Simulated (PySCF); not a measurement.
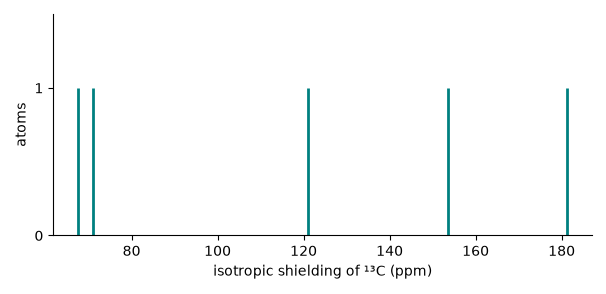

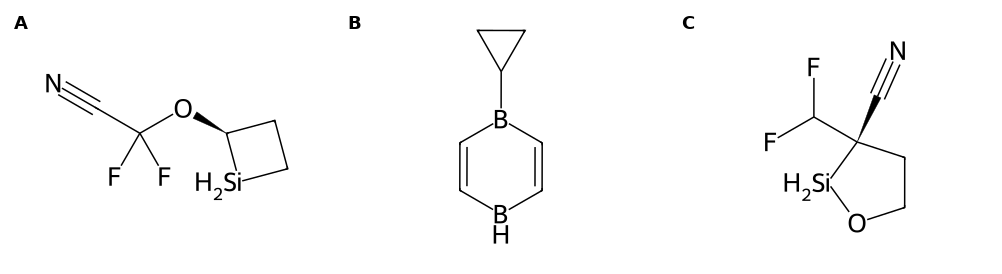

The sticks are computed shieldings of one of the molecules, for one fixed geometry (PBE0-D3(BJ)/def2-SVP) without averaging over rotations. Low shielding means a high chemical shift. Method: GIAO PBE0/pcSseg-1 NMR shielding, non-relativistic, IEF-PCM dichloromethane (PySCF 2.14.0).

**Match the spectrum to a structure.**

A, `N#CC(F)(F)O[C@H]1CC[SiH2]1`. Its 5 C atoms give lines at 67.5, 70.9, 121.0, 153.6, 181.3 ppm.
